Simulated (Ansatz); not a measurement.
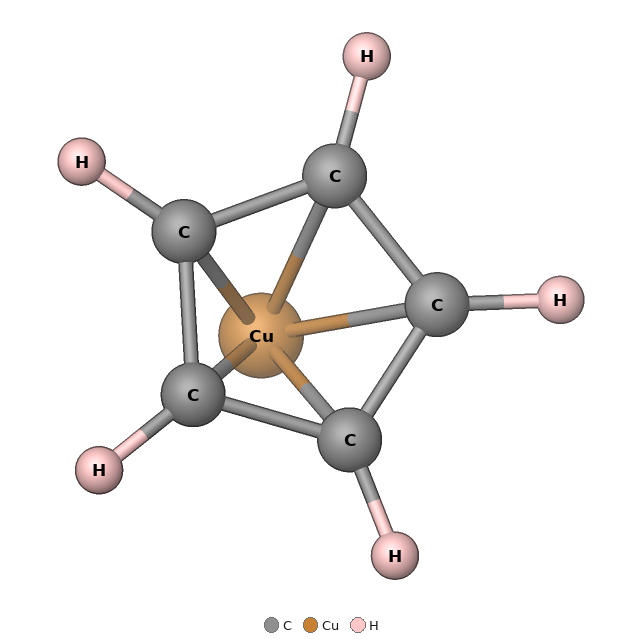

Depth is shown by fading: the farther an atom, the more it takes the colour of the background. Charge 0, singlet. Computed geometry: PBE0-D4/def2-TZVP optimisation. Other spin states may lie lower.

> Which symmetry elements does this geometry have?

It has 1 C5 axis and 5 mirror planes, so the point group is C5v. The group has 10 operations. The geometry is achiral, and symmetry allows a dipole moment.
